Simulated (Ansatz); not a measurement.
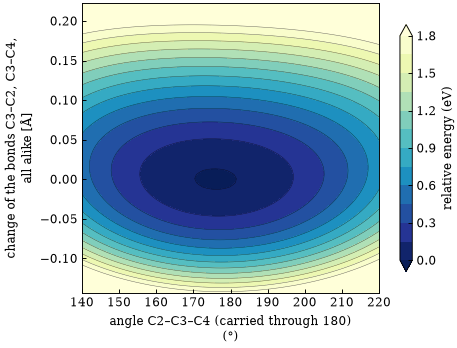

Energy landscape of C3H4AlF, SMILES FC=C=[CH][AlH2]. Coordinates scanned: (1) angle C2–C3–C4 (carried through 180); (2) change of the bonds C3–C2, C3–C4, all alike. Nothing is relaxed (all other coordinates rigid). The scan uses a 15 × 15 grid. Points are written as (first, second). All energies are given in eV relative to the lowest grid point. Level of theory: RKS PBE0-D4/def2-SVP (Ansatz 0.2.0).

In the figure: filled contours, one colour for all values above the top of the scale. Between grid points the surface is interpolated. 

**Summarise what can be read from the map.**

The lowest grid point is at (174.3°, 0.013 Å). It is the only kind of minimum in the scanned range. The highest grid point, (220.0°, −0.144 Å), lies 2.93 eV above the lowest. Round the minimum the two coordinates are nearly uncoupled.

Grid values (eV):

```csv
"second ↓, first →",140.0,145.7,151.4,157.1,162.9,168.6,174.3,180.0,185.7,191.4,197.1,202.9,208.6,214.3,220.0
0.223,2.36,2.31,2.28,2.25,2.24,2.24,2.25,2.26,2.27,2.30,2.33,2.36,2.41,2.46,2.52
0.197,1.98,1.92,1.88,1.85,1.83,1.83,1.83,1.84,1.86,1.89,1.92,1.96,2.01,2.08,2.15
0.171,1.64,1.56,1.51,1.47,1.45,1.44,1.44,1.45,1.47,1.50,1.54,1.59,1.65,1.72,1.81
0.144,1.31,1.22,1.16,1.12,1.09,1.07,1.07,1.08,1.10,1.13,1.18,1.23,1.30,1.39,1.49
0.118,1.04,0.94,0.86,0.81,0.77,0.75,0.75,0.76,0.78,0.82,0.87,0.93,1.01,1.10,1.22
0.092,0.81,0.70,0.61,0.55,0.50,0.48,0.47,0.48,0.51,0.55,0.60,0.67,0.76,0.87,0.99
0.066,0.64,0.52,0.42,0.34,0.29,0.26,0.25,0.26,0.28,0.33,0.39,0.47,0.57,0.68,0.83
0.039,0.54,0.39,0.28,0.20,0.13,0.10,0.08,0.09,0.12,0.17,0.23,0.32,0.43,0.56,0.72
0.013,0.51,0.35,0.23,0.13,0.06,0.02,0.00,0.01,0.03,0.09,0.16,0.26,0.38,0.52,0.69
−0.013,0.57,0.40,0.26,0.15,0.07,0.02,0.00,0.01,0.04,0.09,0.17,0.28,0.41,0.57,0.75
−0.039,0.74,0.55,0.39,0.27,0.18,0.13,0.10,0.10,0.14,0.19,0.28,0.40,0.54,0.71,0.91
−0.066,1.04,0.82,0.65,0.52,0.42,0.36,0.33,0.33,0.36,0.42,0.52,0.64,0.80,0.98,1.20
−0.092,1.46,1.23,1.04,0.90,0.79,0.72,0.68,0.68,0.71,0.78,0.88,1.01,1.18,1.38,1.62
−0.118,2.04,1.79,1.59,1.43,1.30,1.22,1.18,1.18,1.22,1.29,1.39,1.54,1.72,1.93,2.19
−0.144,2.79,2.52,2.30,2.13,2.00,1.91,1.86,1.86,1.89,1.97,2.08,2.24,2.43,2.66,2.93
```

Each point was launched as `ansatz run input.yaml --threads 1 --pin off --max-ram 2560MiB --backend cpu --events-out ev --progress --plain --runs-dir out`. The whole map (225 points run) took 5.9 min on 1 thread of AMD EPYC 9R45 96-Core Processor (Zen 5) (shared host).
